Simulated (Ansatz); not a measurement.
KNO (triplet)

The calculation's input:

```
crystal:
  periodic: [false, false, false]
  atoms:
    - symbol: K
      position_ang: [-0.800223, 0.121804, -0.959030]
    - symbol: "N"
      position_ang: [0.152231, 0.510135, 1.346114]
    - symbol: O
      position_ang: [-0.872048, -0.210009, 1.487577]
basis:
  gaussian:
    orbitals: def2-TZVPD
magnetization:
  spin_polarized: true
  initial_magnetization: 2
hamiltonian:
  xc: pbe0
output: {forces: true, orbitals: {seedname: orbitals}}
```

Run with:

```sh
ansatz run input.yaml --threads 1 --pin off --max-ram 2610MiB --events-out events.jsonl --progress --plain --runs-dir runs
```

Geometry: B3LYP-D3(BJ)/def2-SVP.

Level of theory: isolated molecule in a Gaussian basis; Kohn-Sham density functional theory, functional PBE0 in Ansatz 0.2.0.

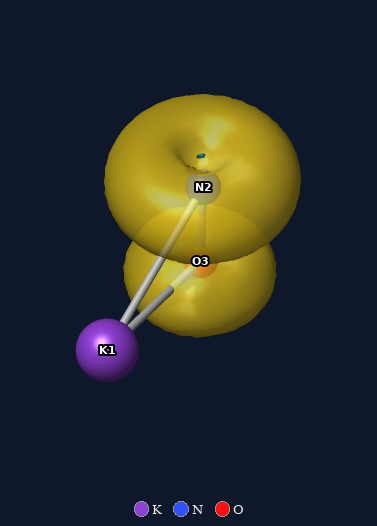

Figure 1. Isosurfaces of the spin density at +0.05 (yellow) and −0.05 e/Å³ (cyan), seen at an oblique angle.

Where is the unpaired spin?

The unpaired spin (2 electrons) lies mostly on N2 (about 1.3), O3 (about 0.6) and K1 (about 0.1), in electrons by Hirshfeld's partition.

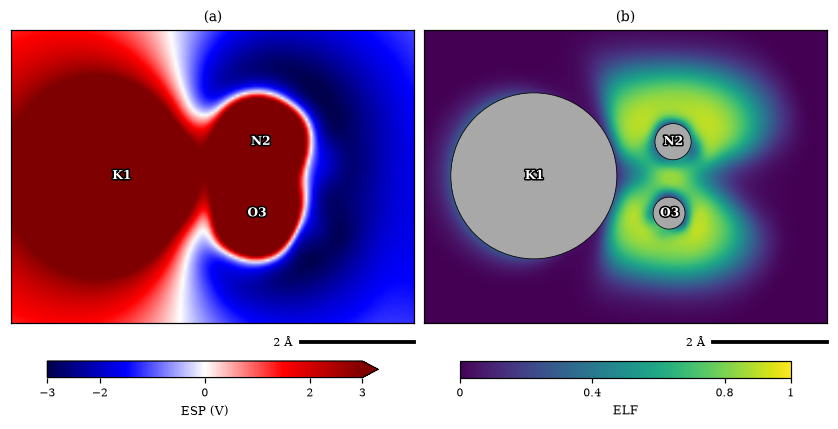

Figure 2. (a) electrostatic potential; (b) electron localisation function on the molecular plane. Grey discs cover the atomic cores in the ELF map.

Read the bonding off the picture.

The section cuts through K, N and O sites.
N–O (1.26 Å): the ELF peaks at about 0.85 between the atoms, as expected for localised, covalent bonding.
K–O (2.47 Å): the ELF is about 0.05 at the midpoint: a closed-shell, largely ionic contact.
K–N (2.52 Å): the ELF is about 0.05 at the midpoint: an ionic contact with no shared pair.
Outside the dense part of the molecule the potential is most negative (−3.0 V) near N2.

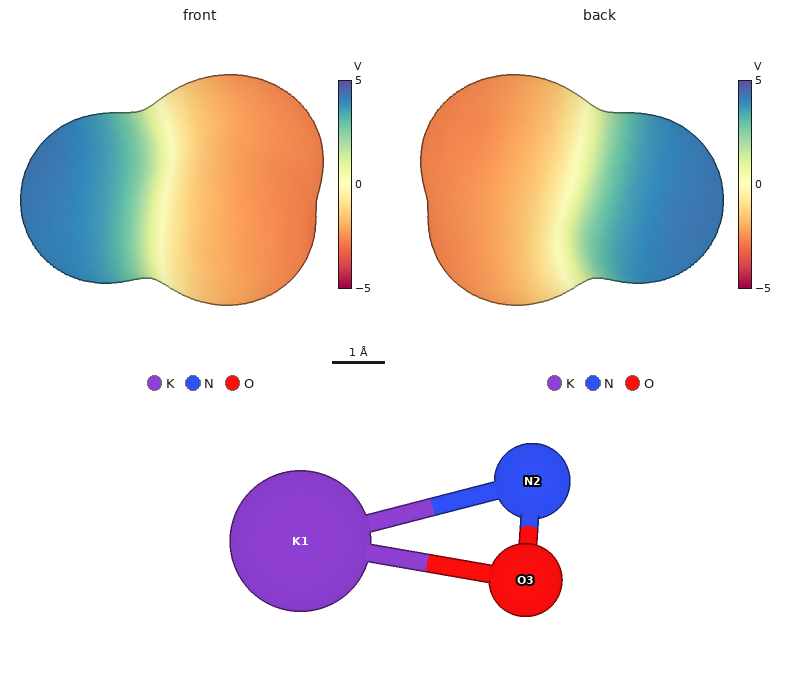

Figure 3. The molecular electrostatic potential painted on the density surface at 0.002 e/bohr³, seen from the front and from behind; the colour scale runs from red (negative) to blue (positive). The bare structure is drawn below in the same view.

Describe the electrostatic potential map.

The most negative region (about −2.8 V) lies over O3, the most positive (about +4.3 V) over K1. O3 is the likeliest acceptor of a hydrogen bond.

What dipole moment does the calculation give?

Its dipole moment is 9.36 D.
